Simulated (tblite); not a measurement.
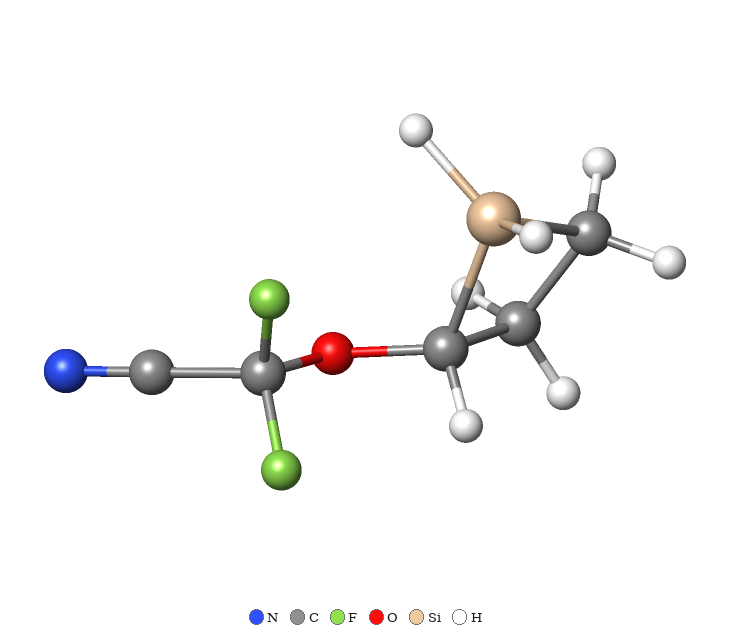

(Drawn from a calculation with tblite.)

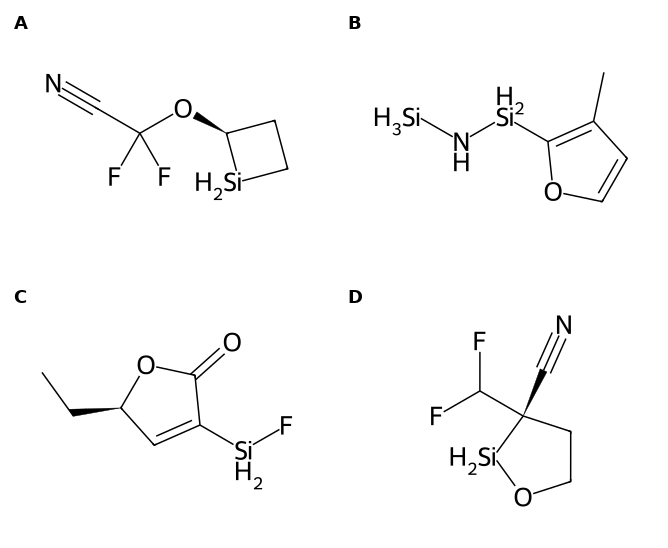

The first picture shows one of the molecules drawn in the second. Which?

A, `N#CC(F)(F)O[C@H]1CC[SiH2]1`.
